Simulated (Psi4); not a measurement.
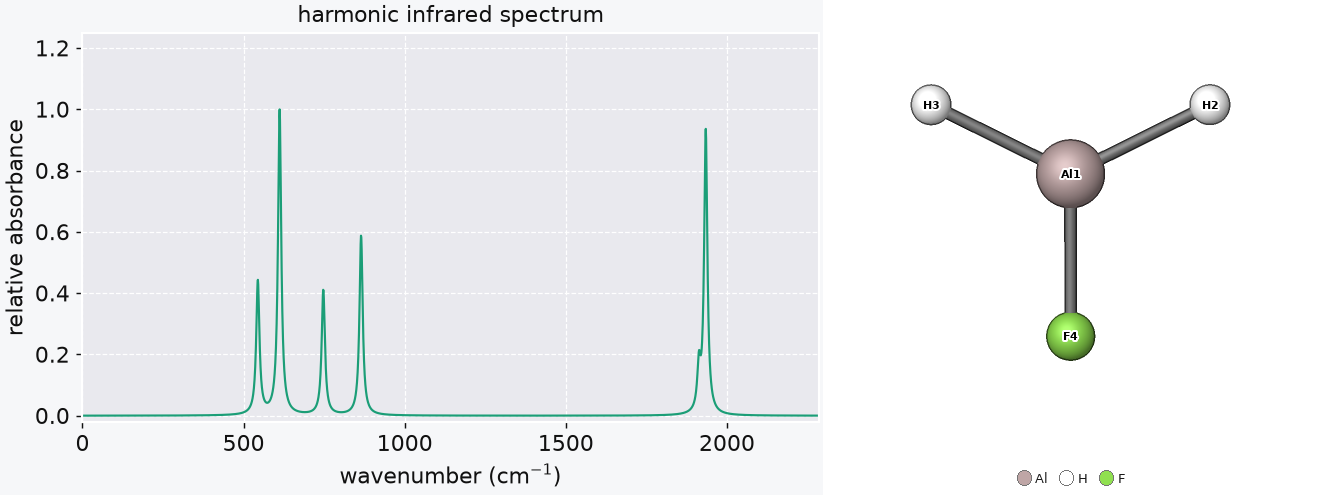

Infrared spectrum of AlH₂F, SMILES [H][Al]([H])[F], singlet. Unscaled harmonic wavenumbers and double-harmonic intensities, SVWN-RPA/def2-SVP in Psi4 1.11, at a geometry relaxed at this level, isolated molecule. Lorentzian lines of 12 cm⁻¹ full width. Close modes add up in the curve.

Which lines are the most intense?

611.8 cm⁻¹ (233.8 km/mol), 1934.2 cm⁻¹ (217.3 km/mol) and 864.6 cm⁻¹ (138.0 km/mol).

List the modes.

```csv
cm⁻¹,km/mol
544.2,102.2
611.8,233.8
747.3,96.0
864.6,138.0
1913.0,33.6
1934.2,217.3
```

Note: double-zeta basis.
